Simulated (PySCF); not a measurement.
Consider C₃F₅P.

Input

```
{"job": {"kind": "nmr", "xc": "PBE0", "basis": "pcSseg-1"}, "charge": 0, "multiplicity": 1}
F     -0.831450    -1.103829    -1.174847
C     -0.932616    -0.381708    -0.054606
F     -0.900892    -1.237511     0.971478
F     -2.119260     0.211783    -0.056002
C      0.250673     0.624982     0.043945
F      0.075760     1.365708     1.173104
F      0.136533     1.499907    -0.993457
C      1.503203    -0.088377     0.036057
P      2.831611    -0.884962     0.029147
```

Launched as:

```sh
OMP_NUM_THREADS=1 python probes_run.py task.json out
```

Geometry: GFN2-xTB.

Level of theory: PBE0/pcSseg-1, SCF density, gas phase, non-relativistic (PySCF).

### Predict the electron density and electron localisation function between the atoms.

C–F (1.33 Å): ρ at the midpoint is about 2.5 e/Å³; the ELF peaks at about 0.85 between the atoms: a polar covalent bond.
C–C (1.44 Å): ρ at the midpoint is about 2 e/Å³; the ELF peaks at about 0.95 between the atoms; a covalent bond.
C–P (1.55 Å): ρ is about 1.5 e/Å³ halfway; the ELF peaks at about 0.85 between the atoms: localised, covalent bonding.
C–C (1.56 Å): ρ is about 1.8 e/Å³ halfway; the ELF peaks at about 1 between the atoms, as expected for localised, covalent bonding.

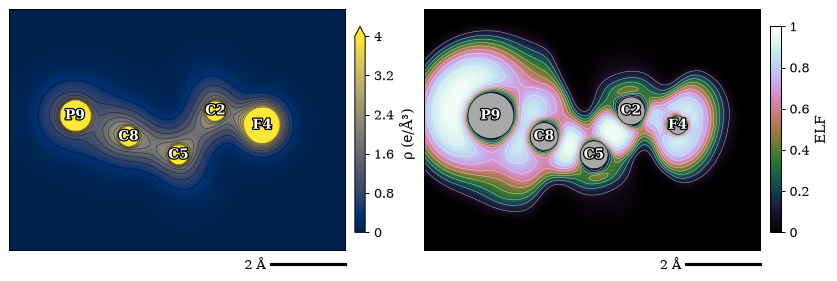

Computed electron density and electron localisation function on the plane of atoms C2, C5 and C8, in this order. Grey discs cover the atomic cores in the ELF map. 
